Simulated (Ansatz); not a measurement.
# GaClF (SMILES [F][Ga][Cl]): UPBE0/cc-pVTZ

What is the energy change on altering one bond length of GaClF at UPBE0/cc-pVTZ? 

The calculation is run with Ansatz 0.2.0.

27 further runs of the same task are left out: 27 set aside as unsound or not needed.

### 1 The structure to begin with

GaClF has 3 atoms, charge 0, and is taken as a doublet. SMILES: `[F][Ga][Cl]`. Geometry: relaxed at PBE0-D4/def2-TZVP.

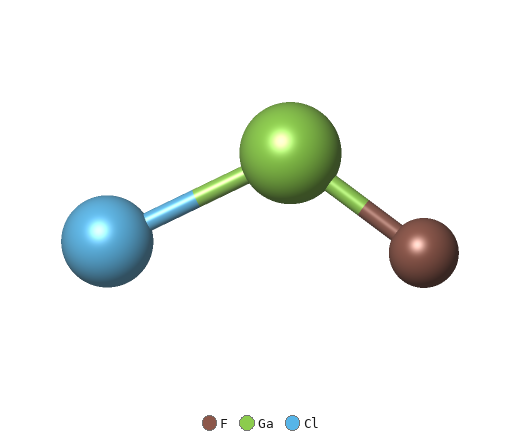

Viewed from a chosen angle; fluorine brown, gallium green, chlorine blue.

### 2 A single-point energy at UPBE0/cc-pVTZ

Input file molecule.yaml:

```yaml
crystal:
  periodic: [false, false, false]
  atoms:
    - symbol: F
      position_ang: [-1.421100, 0.295900, -0.754800]
    - symbol: Ga
      position_ang: [0.066400, 0.649600, 0.112200]
    - symbol: Cl
      position_ang: [1.343900, -1.010300, 0.629300]
basis:
  gaussian: {orbitals: cc-pVTZ}
magnetization: {spin_polarized: true, initial_magnetization: 1}
hamiltonian: {xc: {name: PBE0}}
accuracy: high
output: {orbitals: {seedname: orbitals}}
```

Command:

```bash
$ ansatz run molecule.yaml --threads 1 --pin off --max-ram 3480MiB --events-out events.jsonl --progress --plain --runs-dir runs
```

Standard output:

```text
Warning: RAYON_NUM_THREADS=1 ignored (pool sized by the plan → 1); use --threads N
Functional definition: PBE0
  name "PBE0"
  parameter a = 0.25
  parameter kappa = 0.804
  parameter beta = 0.06672455060314922
  exchange = (1 - a)*pbe_x(kappa = kappa, mu = beta*pi^2/3) + a*exact_x
  correlation = pbe_c(beta = beta)
1591 factors; integrals over basis functions are off by at most 4.3e-9 eV
mean field evaluation 1: about -67605.1378 eV, gradient 3.1e1 eV
mean field evaluation 2: about -67591.8497 eV, gradient 7.2e1 eV
mean field evaluation 4: about -67608.2005 eV, gradient 3.3e0 eV
mean field evaluation 8: about -67608.2991 eV, gradient 1.6e-1 eV
mean field evaluation 16: about -67608.2993 eV, gradient 1.1e-4 eV
mean field -67608.29928734 eV, -2484.5591722585 hartree, gradient 7.1e-8 eV, S^2 0.752909; 0 other end points of the search recorded, 0 dependent functions left out
reference -67608.29928977 eV, -2484.5591723479 hartree; 29, 28 occupied and 78, 79 virtual orbitals, 1591 factors
Total energy: -67608.29928977 eV, -2484.5591723479 hartree
```

Wall time 15 s (1 thread of Arm Neoverse V2, shared host); peak memory 0.44 GiB.

### 3 The distorted shape, same level

Input file input.yaml:

```yaml
crystal:
  periodic: [false, false, false]
  atoms:
    - {symbol: F, position_ang: [-1.644195, 0.242852, -0.884833]}
    - {symbol: Ga, position_ang: [0.066400, 0.649600, 0.112200]}
    - {symbol: Cl, position_ang: [1.343900, -1.010300, 0.629300]}
basis:
  gaussian:
    orbitals: cc-pVTZ
magnetization:
  spin_polarized: true
  initial_magnetization: 1
hamiltonian:
  xc: pbe0
accuracy: high
output:
  orbitals: {seedname: orbitals}
```

Command:

```bash
$ ansatz run input.yaml --threads 1 --pin off --max-ram 3480MiB --events-out events.jsonl --progress --plain --runs-dir runs
```

Standard output:

```text
Warning: RAYON_NUM_THREADS=1 ignored (pool sized by the plan → 1); use --threads N
Functional definition: PBE0
  name "PBE0"
  parameter a = 0.25
  parameter kappa = 0.804
  parameter beta = 0.06672455060314922
  exchange = (1 - a)*pbe_x(kappa = kappa, mu = beta*pi^2/3) + a*exact_x
  correlation = pbe_c(beta = beta)
1565 factors; integrals over basis functions are off by at most 3.7e-9 eV
mean field evaluation 1: about -67603.9165 eV, gradient 3.3e1 eV
mean field evaluation 2: about -67548.0463 eV, gradient 1.2e2 eV
mean field evaluation 4: about -67607.4700 eV, gradient 8.0e0 eV
mean field evaluation 8: about -67607.7644 eV, gradient 6.2e-1 eV
mean field evaluation 16: about -67607.7670 eV, gradient 1.0e-3 eV
mean field -67607.76699362 eV, -2484.5396108252 hartree, gradient 6.9e-8 eV, S^2 0.754876; 0 other end points of the search recorded, 0 dependent functions left out
reference -67607.76699597 eV, -2484.5396109116 hartree; 29, 28 occupied and 78, 79 virtual orbitals, 1565 factors
Total energy: -67607.76699597 eV, -2484.5396109116 hartree
```

Run time: 16 s. Hardware: 1 thread of Arm Neoverse V2, shared host; peak memory 0.43 GiB.

### 4 Summary of results

Level: UPBE0/cc-pVTZ.

| quantity | value |
| --- | --- |
| first shape: total energy | -2484.55917 Eh |
| first shape: HOMO energy (highest over α and β) | -7.38 eV |
| first shape: LUMO energy (lowest over α and β) | -4.16 eV |
| first shape: ⟨S²⟩ | 0.753 |
| distorted shape: total energy | -2484.53961 Eh |
| distorted shape: HOMO energy (highest over α and β) | -7.84 eV |
| distorted shape: LUMO energy (lowest over α and β) | -4.71 eV |
| distorted shape: ⟨S²⟩ | 0.755 |
| energy change with the F1–Ga2 bond stretched from 1.758 to 2.021 Å | 0.532 eV |

What this shows: With the F1–Ga2 bond stretched from 1.758 to 2.021 Å the energy rises by 0.53 eV (12.3 kcal/mol).
